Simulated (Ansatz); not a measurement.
```json
{"atom": "Si", "x (Å)": "-1.1635", "y (Å)": "0.5857", "z (Å)": "0.5762"}
{"atom": "Cl", "x (Å)": "1.2420", "y (Å)": "-3.1489", "z (Å)": "-1.1787"}
{"atom": "H", "x (Å)": "-2.3232", "y (Å)": "0.4052", "z (Å)": "-0.3438"}
{"atom": "H", "x (Å)": "-1.5893", "y (Å)": "1.5623", "z (Å)": "1.6099"}
{"atom": "N", "x (Å)": "-0.6246", "y (Å)": "-0.8458", "z (Å)": "1.3818"}
{"atom": "H", "x (Å)": "2.0275", "y (Å)": "-2.1935", "z (Å)": "-1.4772"}
{"atom": "Si", "x (Å)": "0.6356", "y (Å)": "1.4701", "z (Å)": "-0.6843"}
{"atom": "H", "x (Å)": "-0.1789", "y (Å)": "-1.5831", "z (Å)": "0.8687"}
{"atom": "H", "x (Å)": "-1.1471", "y (Å)": "-1.2158", "z (Å)": "2.1531"}
{"atom": "H", "x (Å)": "1.7328", "y (Å)": "1.9252", "z (Å)": "0.2075"}
{"atom": "H", "x (Å)": "1.1891", "y (Å)": "0.4235", "z (Å)": "-1.5887"}
{"atom": "H", "x (Å)": "0.1994", "y (Å)": "2.6152", "z (Å)": "-1.5244"}
```

These are results of RHF/def2-SVP in Ansatz, not measurements.

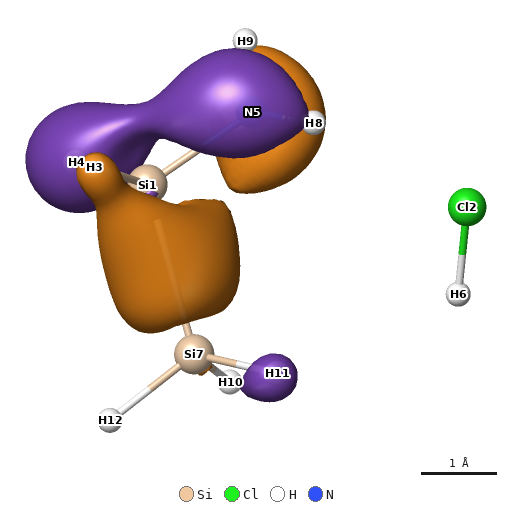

H₇NSi₂···HCl. The HOMO−1 at ±0.15 Å⁻³ᐟ² (orange and purple are the two phases), seen at a tilt.

> What is the character of this orbital?

Its weight (Hirshfeld) is mainly on N5 (about 35 %), Si1 (about 25 %), Si7 (about 15 %) and H4 (about 10 %). Its energy is −11.44 eV.
